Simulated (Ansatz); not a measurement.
BSiH$_{6}$Cl: several calculations on one system

**1. Relaxation**

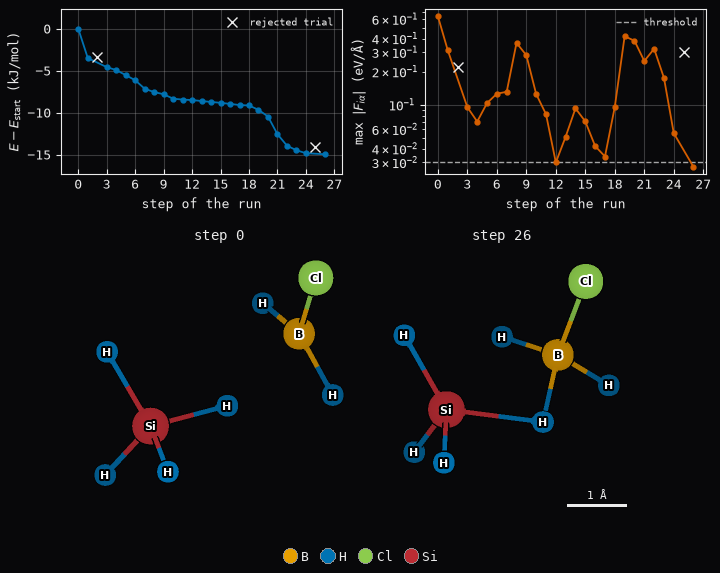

First and last geometry of a relaxation of BSiH6Cl, with the history of the run. The picture is a ball-and-stick view, seen from a free direction.

The run prepares an end point of a later path (reaction) calculation, from a guessed geometry.

The calculation used Ansatz, RKS PBE-D4/def2-SVP. Settings: no spin polarisation; force threshold 0.03 eV/Å; at most 50 steps.

> What do the curves and the structures tell?

It converged. The energy falls by 14.9 kJ/mol in 24 accepted moves (26 points after the start). Largest force component: 0.64 eV/Å at the start, 0.027 eV/Å at the end. The line search rejected the trial steps at points 2, 25 of the run. The forces were under the threshold at step 12, but the run went on from there. An H atom moves most after the best rigid fit: 1.00 Å. By element the largest moves are H 1.00 Å, B 0.57 Å, Si 0.38 Å, Cl 0.22 Å. Some distances before and after: H–Si 3.411 → 2.103 Å, B–Si 3.142 → 2.221 Å, Cl–Si 3.811 → 3.272 Å, B–H 1.773 → 1.326 Å. New bonds form, among them: B–H (1.77 → 1.33 Å). Among the angles between lasting bonds that change: H–Si–H 106.9° → 88.8°, H–Si–H 109.0° → 126.2°, H–B–H 122.7° → 109.0°. The run took 68 s on 1 thread of Arm Neoverse V1, with other jobs on the host, peak memory 0.14 GiB.

```json
{"step": "0", "E − E(0), kJ/mol": "0.00", "largest force component, eV/Å": "0.6378", "note": ""}
{"step": "1", "E − E(0), kJ/mol": "-3.48", "largest force component, eV/Å": "0.3142", "note": ""}
{"step": "2", "E − E(0), kJ/mol": "-3.37", "largest force component, eV/Å": "0.2201", "note": "rejected"}
{"step": "3", "E − E(0), kJ/mol": "-4.57", "largest force component, eV/Å": "0.0952", "note": ""}
{"step": "4", "E − E(0), kJ/mol": "-4.91", "largest force component, eV/Å": "0.0705", "note": ""}
{"step": "5", "E − E(0), kJ/mol": "-5.51", "largest force component, eV/Å": "0.1037", "note": ""}
{"step": "6", "E − E(0), kJ/mol": "-6.13", "largest force component, eV/Å": "0.1262", "note": ""}
{"step": "7", "E − E(0), kJ/mol": "-7.14", "largest force component, eV/Å": "0.1314", "note": ""}
{"step": "8", "E − E(0), kJ/mol": "-7.54", "largest force component, eV/Å": "0.3656", "note": ""}
{"step": "9", "E − E(0), kJ/mol": "-7.79", "largest force component, eV/Å": "0.2822", "note": ""}
{"step": "10", "E − E(0), kJ/mol": "-8.32", "largest force component, eV/Å": "0.1252", "note": ""}
{"step": "11", "E − E(0), kJ/mol": "-8.43", "largest force component, eV/Å": "0.0822", "note": ""}
{"step": "12", "E − E(0), kJ/mol": "-8.49", "largest force component, eV/Å": "0.0299", "note": ""}
{"step": "13", "E − E(0), kJ/mol": "-8.60", "largest force component, eV/Å": "0.0514", "note": ""}
{"step": "14", "E − E(0), kJ/mol": "-8.71", "largest force component, eV/Å": "0.0929", "note": ""}
{"step": "15", "E − E(0), kJ/mol": "-8.82", "largest force component, eV/Å": "0.0706", "note": ""}
{"step": "16", "E − E(0), kJ/mol": "-8.94", "largest force component, eV/Å": "0.0422", "note": ""}
{"step": "17", "E − E(0), kJ/mol": "-9.08", "largest force component, eV/Å": "0.0339", "note": ""}
{"step": "18", "E − E(0), kJ/mol": "-9.13", "largest force component, eV/Å": "0.0960", "note": ""}
{"step": "19", "E − E(0), kJ/mol": "-9.65", "largest force component, eV/Å": "0.4200", "note": ""}
{"step": "20", "E − E(0), kJ/mol": "-10.45", "largest force component, eV/Å": "0.3821", "note": ""}
{"step": "21", "E − E(0), kJ/mol": "-12.55", "largest force component, eV/Å": "0.2501", "note": ""}
{"step": "22", "E − E(0), kJ/mol": "-13.92", "largest force component, eV/Å": "0.3230", "note": ""}
{"step": "23", "E − E(0), kJ/mol": "-14.47", "largest force component, eV/Å": "0.1759", "note": ""}
{"step": "24", "E − E(0), kJ/mol": "-14.82", "largest force component, eV/Å": "0.0552", "note": ""}
{"step": "25", "E − E(0), kJ/mol": "-14.11", "largest force component, eV/Å": "0.3048", "note": "rejected"}
{"step": "26", "E − E(0), kJ/mol": "-14.94", "largest force component, eV/Å": "0.0274", "note": ""}
```

**2. Relaxation**

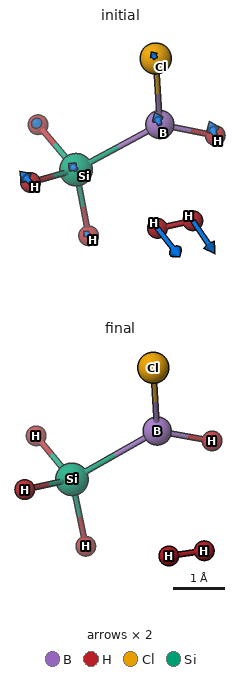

The structure of BSiH₆Cl before (top) and after (bottom) a relaxation, at one scale. The blue arrows give the displacements, magnified 2 times.

The picture is a ball-and-stick view, seen at a tilt.

The run prepares an end point of a later path (reaction) calculation, from a guessed geometry.

Computed with RKS PBE-D4/def2-SVP in Ansatz 0.2.0.

The input:
```yaml
crystal:
  periodic: [false, false, false]
  atoms:
    - { symbol: B, position_ang: [0.203465, 0.507254, -0.277987] }
    - { symbol: H, position_ang: [-0.259966, -0.422629, 1.877505] }
    - { symbol: Cl, position_ang: [1.586253, -0.410354, -0.871008] }
    - { symbol: H, position_ang: [-0.885408, 0.006462, -0.47786] }
    - { symbol: Si, position_ang: [0.500506, 2.291215, 0.514747] }
    - { symbol: H, position_ang: [1.703772, 2.292713, 1.424431] }
    - { symbol: H, position_ang: [0.775049, 3.290231, -0.585582] }
    - { symbol: H, position_ang: [-0.688196, 2.785537, 1.301408] }
    - { symbol: H, position_ang: [0.072127, 0.183571, 2.089246] }
basis:
  gaussian: { orbitals: def2-SVP }
hamiltonian:
  xc: pbe
  dispersion: d4
relax:
  f_tol: 0.03
  max_steps: 50
output:
  orbitals: {}
```

Launched with:
```bash
ansatz run input.yaml --threads 1 --pin off --max-ram 2048MiB --backend cpu --events-out ev --progress --plain --runs-dir out
```

### Describe what moved and what it gained.

The energy falls by 11.1 kJ/mol in 11 accepted moves (12 points after the start). Largest force component: 1.6 eV/Å at the start, 0.0029 eV/Å at the end. The line search rejected the trial step at point 8 of the run. The forces were under the threshold at step 7, but the run went on from there. The largest move after the best rigid fit is that of H9, 0.58 Å. Largest moves by element: H 0.58 Å, B 0.16 Å, Si 0.13 Å, Cl 0.09 Å. Among the contacts that change: B1–Si5 1.975 → 2.026 Å, H2–H9 0.723 → 0.769 Å, B1–Cl3 1.762 → 1.756 Å.

Limits of the set-up: the start holds two separate molecules, 2.4 Å apart at their closest, whose relative position is a soft coordinate.

**3. Path**

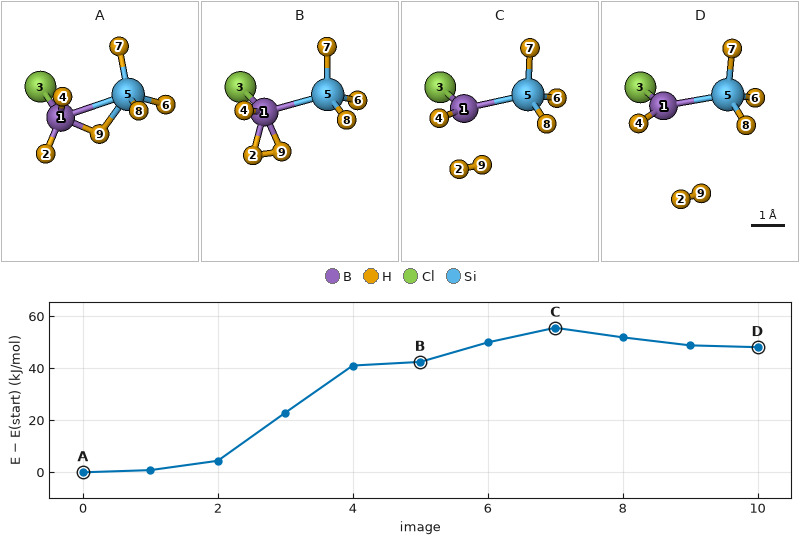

A nudged-elastic-band calculation for BSiH$_{6}$Cl. Images are numbered from 0 (start) to 10 (end). Frames A to D are images 0, 5, 7, 10. A ball-and-stick model, seen from a free direction.

The calculation used Ansatz, RKS PBE-D4/def2-SVP. Set-up: 9 movable images; climbing image; force threshold 0.05 eV/Å; iteration limit 60; starting path through a guess of the saddle point.

Describe the mechanism and the energy profile.

Answer. The energy climbs by 55.6 kJ/mol to image 7 and then falls by 7.5 kJ/mol, so the end point sits at +48.1 kJ/mol. Breaking: B1–H2 (1.22 → 1.86 at the top → 2.93 Å), B1–H9 (1.33 → 1.87 at the top → 3.03 Å), Si5–H9 (1.66 → 2.71 at the top → 3.36 Å). Forming: H2–H9 (1.83 → 0.79 at the top → 0.77 Å). The band converged in 15 iterations, with a climbing image at the top. At the top, the vibrational analysis gives one imaginary mode (365i cm⁻¹), as a transition state must have.

The run took 5 min on 1 thread of Arm Neoverse V1 (shared host), peak memory 0.14 GiB.
